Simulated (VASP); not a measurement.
CeBS$_{2}$

```cif
data_structure
_symmetry_space_group_name_H-M 'P 1'
_symmetry_Int_Tables_number 1
_cell_length_a 3.8209
_cell_length_b 3.8209
_cell_length_c 19.4930
_cell_angle_alpha 90.000
_cell_angle_beta 90.000
_cell_angle_gamma 120.000
_cell_volume 246.46
loop_
_atom_site_label
_atom_site_type_symbol
_atom_site_fract_x
_atom_site_fract_y
_atom_site_fract_z
_atom_site_occupancy
Ce1 Ce 0.33333 0.66667 0.16667 1
Ce2 Ce 0.00000 0.00000 0.50000 1
Ce3 Ce 0.66667 0.33333 0.83333 1
B1 B 0.00000 0.00000 0.00000 1
B2 B 0.66667 0.33333 0.33333 1
B3 B 0.33333 0.66667 0.66667 1
S1 S 0.00000 0.00000 0.24146 1
S2 S 0.66667 0.33333 0.57479 1
S3 S 0.33333 0.66667 0.90813 1
S4 S 0.66667 0.33333 0.09187 1
S5 S 0.33333 0.66667 0.42521 1
S6 S 0.00000 0.00000 0.75854 1
```

Space group R-3m; a generated structure, not necessarily the stable one; not relaxed (largest force 1.6 eV/Å); computed pressure about 5 GPa in this cell.

Method: VASP 6.6.1, Kohn-Sham DFT of a periodic cell, LDA, VASP PAW LDA potentials, recommended.

What will maps of the valence pseudo-density and electron localisation function show?

Ce–S (2.64 Å): the density is about 0.43 e/Å³ at the midpoint; the ELF peaks at about 0.85 in the valence shell of S, 0.8 Å from its nucleus, and drops to about 0.30 between the two atoms (no shared electron pair shows on this line).
B–S (2.84 Å): ρ at the midpoint is about 0.18 e/Å³; the ELF is about 0.35 at the midpoint; no shared electron pair shows on this line.

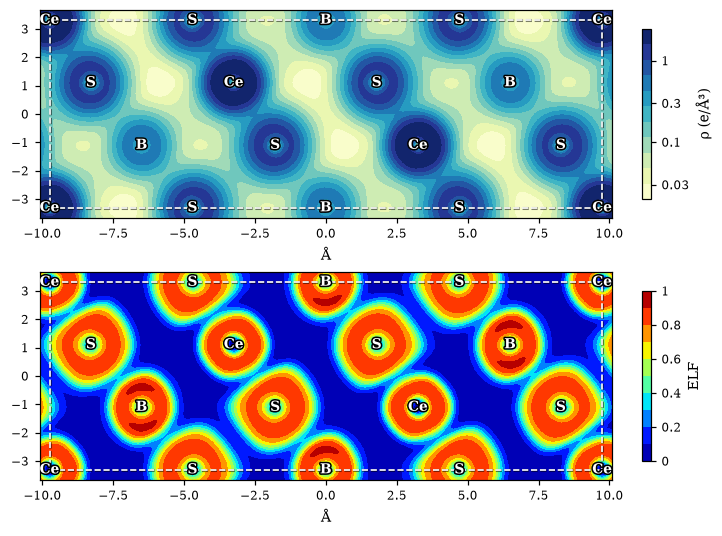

Computed valence pseudo-density and electron localisation function on the (110) plane of the conventional cell, in this order. 
